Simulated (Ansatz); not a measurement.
# C2H5AlF (SMILES [CH2][Al]([CH3])[F]): UB2PLYP/def2-SVP

Aim: the electronic atomisation energy of C2H5AlF at UB2PLYP/def2-SVP, from 5 runs. 

The results are computed with Ansatz 0.2.0.

55 further runs of the same task are left out: 1 that didn't finish, 54 set aside as unsound or not needed.

## 1. The molecule

C2H5AlF: 9 atoms, total charge 0, spin state doublet. SMILES: `[CH2][Al]([CH3])[F]`. The shape is that of a PBE0-D4/def2-TZVP optimisation. This is one conformer, not always the lowest.

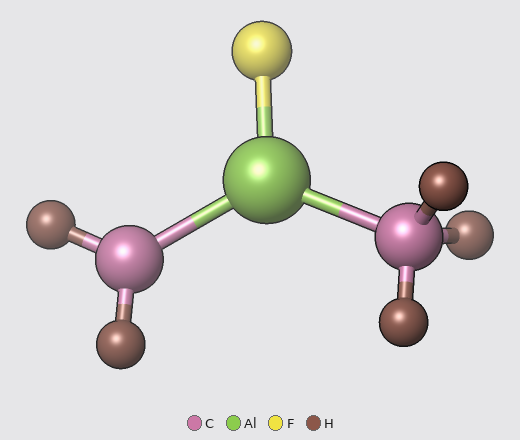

The structure, seen from a chosen angle (carbon pink, aluminium green, fluorine yellow, hydrogen brown).

## 2. A single-point energy at UB2PLYP/def2-SVP

Contents of job.yaml:

```yaml
crystal:
  periodic: [false, false, false]
  atoms:
    - {symbol: C, position_ang: [-0.686400, 1.587500, -0.820000]}
    - {symbol: Al, position_ang: [-0.112800, -0.228700, -0.596500]}
    - {symbol: C, position_ang: [0.607100, -1.002300, 1.029300]}
    - {symbol: F, position_ang: [-0.253200, -1.209400, -1.924700]}
    - {symbol: H, position_ang: [-1.086800, 1.989200, -1.748800]}
    - {symbol: H, position_ang: [-0.649000, 2.336800, -0.031000]}
    - {symbol: H, position_ang: [-0.009300, -1.839800, 1.370600]}
    - {symbol: H, position_ang: [1.611200, -1.403400, 0.860100]}
    - {symbol: H, position_ang: [0.667900, -0.276300, 1.843700]}
basis:
  gaussian: {orbitals: def2-SVP}
magnetization: {spin_polarized: true, initial_magnetization: 1}
hamiltonian: {xc: {name: B2PLYP}}
correlation: {frozen_orbitals: {Al: 5, C: 1, F: 1, H: 0}}
accuracy: high
output: {orbitals: {seedname: orbitals}}
```

Started as:

```console
$ ansatz run job.yaml --threads 1 --pin off --max-ram 3480MiB --events-out events.jsonl --progress --plain --runs-dir runs
```

Output:

```text
Warning: RAYON_NUM_THREADS=1 ignored (pool sized by the plan → 1); use --threads N
Functional definition: B2PLYP
  name "B2PLYP"
  parameter a = 0.53
  parameter c = 0.27
  exchange = (1 - a)*b88_x + a*exact_x
  correlation = (1 - c)*lyp_c + c*(mp2_os + mp2_ss)
1920 factors; integrals over basis functions are off by at most 7.2e-9 eV
mean field evaluation 1: about -11446.7777 eV, gradient 3.5e1 eV
mean field evaluation 2: about -11446.8155 eV, gradient 3.5e1 eV
mean field evaluation 4: about -11451.8927 eV, gradient 3.4e0 eV
mean field evaluation 8: about -11451.9438 eV, gradient 1.7e-1 eV
mean field evaluation 16: about -11451.9441 eV, gradient 1.2e-4 eV
mean field -11451.94411714 eV, -420.8511838984 hartree, gradient 3.0e-8 eV, S^2 0.754090; 0 other end points of the search recorded, 0 dependent functions left out
8 core orbitals not correlated: weight in the atoms' cores, before any rotation towards them, 1.000 or more for the frozen orbitals, at most 0.000 for the correlated occupied ones
reference -11451.94414362 eV, -420.8511848715 hartree; 12, 11 occupied and 65, 66 virtual orbitals, 1920 factors
second order -16.67379680 eV of doubles, -0.00000000 eV of singles
Total energy: -11456.44606876 eV, -421.0166275687 hartree
```

Wall time 16 s (1 thread of Arm Neoverse V1, shared host); peak memory 0.38 GiB.

## 3. The Al atom at the same level

Contents of run.yaml:

```yaml
crystal:
  periodic: [false, false, false]
  atoms:
    - {symbol: Al, position_ang: [0.000000, 0.000000, 0.000000]}
basis:
  gaussian: {orbitals: def2-SVP}
total_charge: 0
magnetization: {spin_polarized: true, initial_magnetization: 1}
hamiltonian: {xc: {name: B2PLYP}}
correlation: {frozen_orbitals: {Al: 5}}
accuracy: high
```

Started as:

```console
$ ansatz run run.yaml --threads 1 --pin off --max-ram 3480MiB --events-out events.jsonl --progress --plain --runs-dir runs
```

Output, shortened:

```text
Warning: RAYON_NUM_THREADS=1 ignored (pool sized by the plan → 1); use --threads N
[... 2 set-up lines as earlier in the session ...]
[...]
142 factors; integrals over basis functions are off by at most 1.6e-9 eV
[...]
mean field -6589.25991987 eV, -242.1508356944 hartree, gradient 3.2e-8 eV, S^2 0.754182; 0 other end points of the search recorded, 0 dependent functions left out
5 core orbitals not correlated: weight in the atoms' cores, before any rotation towards them, 1.000 or more for the frozen orbitals, at most 0.000 for the correlated occupied ones
reference -6589.25993332 eV, -242.1508361886 hartree; 2, 1 occupied and 11, 12 virtual orbitals, 142 factors
second order -1.04941725 eV of doubles, -0.00000000 eV of singles
Total energy: -6589.54327597 eV, -242.1612488392 hartree
```

Run time: 0.73 s. Hardware: 1 thread of Arm Neoverse V1, shared host; peak memory 0.092 GiB.

## 4. The C atom

Contents of job.yaml:

```yaml
crystal:
  periodic: [false, false, false]
  atoms:
    - {symbol: C, position_ang: [0.000000, 0.000000, 0.000000]}
basis:
  gaussian:
    orbitals: def2-SVP
magnetization:
  spin_polarized: true
  initial_magnetization: 2
hamiltonian:
  xc: {name: B2PLYP}
correlation:
  frozen_orbitals: {C: 1}
accuracy: high
```

Run the same way, it converges to -37.77593 Eh (log not shown).

## 5. The F atom at the same level

Contents of molecule.yaml:

```yaml
crystal:
  periodic: [false, false, false]
  atoms:
    - {symbol: F, position_ang: [0.000000, 0.000000, 0.000000]}
basis:
  gaussian:
    orbitals: def2-SVP
magnetization:
  spin_polarized: true
  initial_magnetization: 1
hamiltonian:
  xc: {name: B2PLYP}
correlation:
  frozen_orbitals: {F: 1}
accuracy: high
```

Started as:

```console
$ ansatz run molecule.yaml --threads 1 --pin off --max-ram 3480MiB --events-out events.jsonl --progress --plain --runs-dir runs
```

Output, shortened:

```text
Warning: RAYON_NUM_THREADS=1 ignored (pool sized by the plan → 1); use --threads N
[... 6 set-up lines as earlier in the session ...]
95 factors; integrals over basis functions are off by at most 1.3e-9 eV
mean field evaluation 1: about -2708.2580 eV, gradient 4.8e0 eV
mean field evaluation 2: about -2708.2583 eV, gradient 4.8e0 eV
mean field evaluation 4: about -2708.3240 eV, gradient 1.1e-1 eV
mean field evaluation 8: about -2708.3241 eV, gradient 9.1e-4 eV
mean field -2708.32407104 eV, -99.5290738427 hartree, gradient 6.4e-8 eV, S^2 0.751453; 0 other end points of the search recorded, 0 dependent functions left out
1 core orbitals not correlated: weight in the atoms' cores, before any rotation towards them, 1.000 or more for the frozen orbitals, at most 0.000 for the correlated occupied ones
reference -2708.32407772 eV, -99.5290740883 hartree; 4, 3 occupied and 9, 10 virtual orbitals, 95 factors
second order -4.34476396 eV of doubles, -0.00000000 eV of singles
Total energy: -2709.49716399 eV, -99.5721842135 hartree
```

Wall time 0.38 s (1 thread of Arm Neoverse V1, shared host).

## 6. The H atom at the same level

Contents of job.yaml:

```yaml
crystal:
  periodic: [false, false, false]
  atoms:
    - {symbol: H, position_ang: [0.000000, 0.000000, 0.000000]}
basis:
  gaussian: {orbitals: def2-SVP}
magnetization: {spin_polarized: true, initial_magnetization: 1}
hamiltonian: {xc: {name: B2PLYP}}
correlation: {frozen_orbitals: {H: 0}}
accuracy: high
```

Run the same way, it converges to -0.49793 Eh (log not shown).

## 7. Summary of results

At UB2PLYP/def2-SVP, 8 core orbitals frozen:

```
                                                          quantity          value
                                            molecule: total energy  -421.01663 Eh
molecule: HOMO energy (SCF part's orbitals) (highest over α and β)       -8.37 eV
 molecule: LUMO energy (SCF part's orbitals) (lowest over α and β)       -1.14 eV
                                                    molecule: ⟨S²⟩          0.754
                                             Al atom: total energy  -242.16125 Eh
                                                     Al atom: ⟨S²⟩          0.754
                                              C atom: total energy   -37.77593 Eh
                                                      C atom: ⟨S²⟩          2.004
                                              F atom: total energy   -99.57218 Eh
                                                      F atom: ⟨S²⟩          0.751
                                              H atom: total energy    -0.49793 Eh
                                                      H atom: ⟨S²⟩          0.750
                                     electronic atomisation energy      33.789 eV
```

In words: Taking the molecule apart into free atoms costs 33.79 eV (779 kcal/mol), before zero-point energy and without spin-orbit coupling.
